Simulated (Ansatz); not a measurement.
BHCl3F: several calculations on one system

### Relaxation

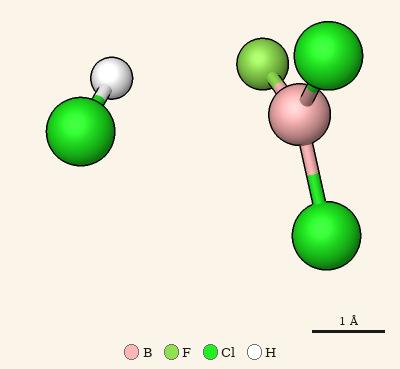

Starting structure of BHCl3F. The picture is a ball-and-stick view, seen from a free direction.

The run prepares an end point of a later path (reaction) calculation, from a guessed geometry.

These are results of RHF/def2-SVP (Ansatz), not measurements.

Input
```yaml
crystal:
  periodic: [false, false, false]
  atoms:
    - { symbol: B, position_ang: [0.002452, 0.261077, -0.090757] }
    - { symbol: F, position_ang: [0.008848, 0.371914, 1.217997] }
    - { symbol: Cl, position_ang: [1.525805, 0.305789, -0.942269] }
    - { symbol: Cl, position_ang: [-1.531263, 0.203076, -0.92216] }
    - { symbol: Cl, position_ang: [0.062925, -2.610661, 0.988742] }
    - { symbol: H, position_ang: [0.068534, -1.645896, 1.890046] }
basis:
  gaussian: { orbitals: def2-SVP }
hamiltonian:
  xc: hf
relax:
  f_tol: 0.03
  max_steps: 50
```

Run as
```bash
ansatz run input.yaml --threads 1 --pin off --max-ram 2048MiB --backend cpu --events-out ev --progress --plain --runs-dir out
```

What does the optimiser find from here?

Answer. The atom that moves furthest after the best rigid fit is H6 (0.46 Å). By element the largest moves are H 0.46 Å, Cl 0.31 Å, B 0.21 Å, F 0.19 Å. Among the contacts that change: Cl5–H6 1.320 → 1.272 Å, B1–F2 1.313 → 1.303 Å. After 6 geometry steps the energy has fallen by 13.3 kJ/mol. Largest force component: 1.3 eV/Å at the start, 0.014 eV/Å at the end. The run took 17 s on 1 thread of Intel(R) Xeon(R) Platinum 8259CL CPU @ 2.50GHz (Skylake/Cascade Lake), on a shared host, peak memory 0.19 GiB.

Final geometry:

```xyz
6

B    -0.0048    0.4337   -0.2014
F     0.0005    0.5137    1.0992
Cl    1.5191    0.4448   -1.0555
Cl   -1.5370    0.3660   -1.0383
Cl    0.0862   -2.8485    1.1840
H     0.0733   -2.0245    2.1536
```

The end point in the same view:

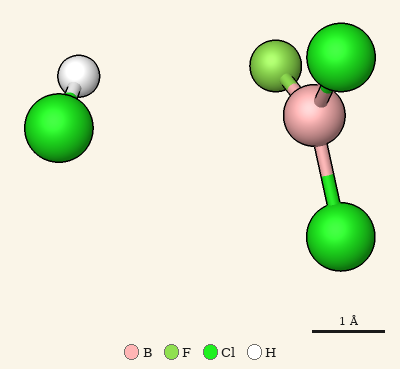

Limits of the set-up: Hartree-Fock leaves out electron correlation.

### Relaxation

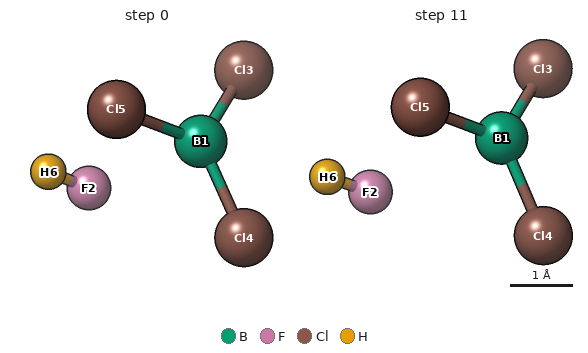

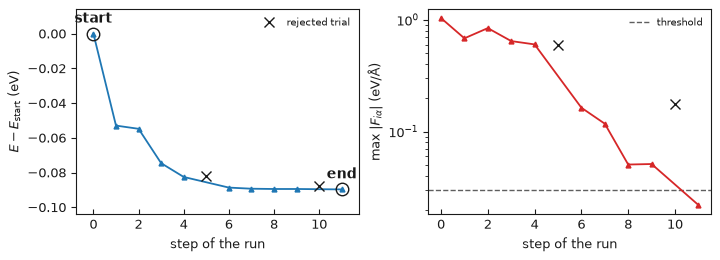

First and last geometry of a relaxation of BHCl3F, with the history of the run. The picture is a ball-and-stick view, seen from a free direction.

The run prepares an end point of a later path (reaction) calculation, from a guessed geometry.

Computed with RHF/def2-SVP (Ansatz). Settings: no spin polarisation; force threshold 0.03 eV/Å; at most 50 steps.

### Read the history and describe the run.

It converged. Over 9 accepted moves (11 points after the start) the energy falls by 0.090 eV. The largest force component goes from 1 to 0.022 eV/Å. The line search rejected the trial steps at points 5, 10 of the run. The largest move after the best rigid fit is that of H6, 0.32 Å. Largest moves by element: H 0.32 Å, F 0.25 Å, Cl 0.18 Å, B 0.17 Å. Some distances before and after: B1–Cl5 1.825 → 1.760 Å, F2–H6 0.910 → 0.902 Å, B1–Cl3 1.742 → 1.746 Å. Cost: 28 s on 1 thread of Intel(R) Xeon(R) Platinum 8259CL CPU @ 2.50GHz (Skylake/Cascade Lake), with other jobs on the host, peak memory 0.18 GiB.

Limits of the set-up: the start holds two separate molecules, 2.5 Å apart at their closest, whose relative position is a soft coordinate and is computed without a dispersion correction; Hartree-Fock leaves out electron correlation.

### Path

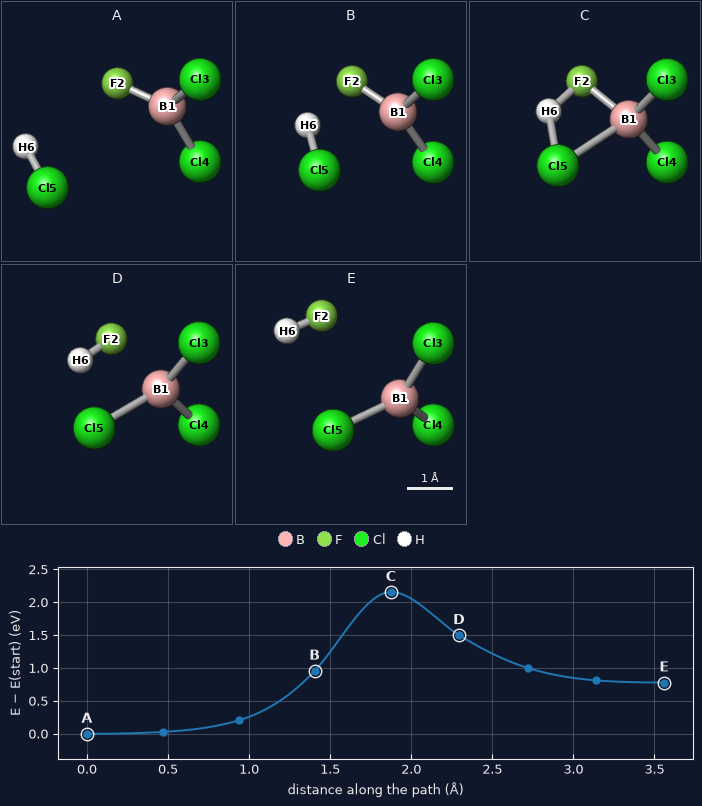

NEB run on BHCl₃F, made up at the start of BCl$_{2}$F and HCl. Images are numbered from 0 (start) to 8 (end). Frames A to E are images 0, 3, 4, 5, 8. Style: ball-and-stick. Shown from a free direction.

Theory: Ansatz, RHF/def2-SVP. Run with 7 movable images; climbing image; force threshold 0.05 eV/Å; iteration limit 60; starting path through a guess of the saddle point.

Read off the barrier and say what moves.

The highest point, image 4, lies 2.16 eV above the start and 1.38 eV above the end; the end is at +0.78 eV relative to the start. Breaking: B1–F2 (1.30 → 1.52 at the top → 2.94 Å), Cl5–H6 (1.27 → 1.56 at the top → 3.02 Å). Forming: B1–Cl5 (3.56 → 2.07 at the top → 1.76 Å), F2–H6 (2.75 → 1.14 at the top → 0.90 Å). The band converged in 30 iterations. The largest component of the band force went from 5.8 to 0.013 eV/Å. The climbing image converged on the top of the path. Its vibrational analysis gives one imaginary mode (1504i cm⁻¹), as a transition state must have.

Limits of the set-up: the start holds two separate molecules, 2.7 Å apart at their closest, whose relative position is a soft coordinate and is computed without a dispersion correction; Hartree-Fock leaves out electron correlation.
